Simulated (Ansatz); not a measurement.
# Polymorphs of Zn

11 relaxations of Zn ended in 5 distinct structures. All values below come from PBEsol (plane waves to 420 eV, PAW, scalar-relativistic; Ansatz, a quantum-chemistry and plane-wave program).

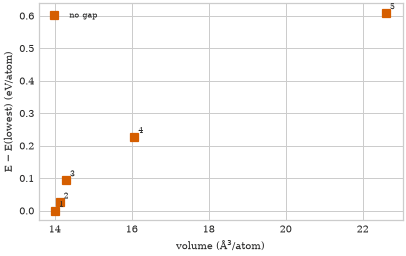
Figure: Energy against volume of the distinct structures, numbered as in the table

| # | space group | Pearson | type | E − E(lowest) (eV/atom) | V (Å³/atom) | coordination | runs ending here |
|---|---|---|---|---|---|---|---|
| 1 | P6₃/mmc | hP2 | hcp (Mg type) | 0.00 | 14.01 | Zn 12 (anticuboctahedral) | 5 |
| 2 | Fm-3m | cF4 | fcc (Cu type) | 0.03 | 14.13 | Zn 12 (cuboctahedral) | 1 |
| 3 | Im-3m | cI2 | bcc (W type) | 0.09 | 14.30 | Zn 8 (cubic)+6 | 1 |
| 4 | I4₁/amd | tI4 | – | 0.23 | 16.07 | – | 1 |
| 5 | Fd-3m | cF8 | diamond type | 0.61 | 22.61 | Zn 4 (tetrahedral) | 3 |

Coordination numbers (neighbours up to the widest gap in distance over summed covalent radii, below 1.35; n+m marks a second, longer set). All are gapless at this level. P6₃/mmc, hP2, hcp (Mg type) is the lowest among the structures calculated here.

Space group P6₃/mmc (No. 194); a = b = 2.636 Å, c = 4.657 Å, α = β = 90.00°, γ = 120.00°

```json
[
 {"atom": "Zn", "site": "2d", "symmetry": "-6m2", "x": "0.6667", "y": "0.3333", "z": "0.2500"}
]
```

Each run could gain symmetry but not lose that of its start, so entries can be saddle points. From databases, or of a type measured for this composition: P6₃/mmc, hP2, hcp (Mg type); Fm-3m, cF4, fcc (Cu type); the others are generated cells (placed on structure types, drawn at random, substituted or restacked) that were not matched to a known phase here. Static energies at zero pressure. The runs use different k-meshes, so differences are rounded accordingly. No spin polarisation in the result.
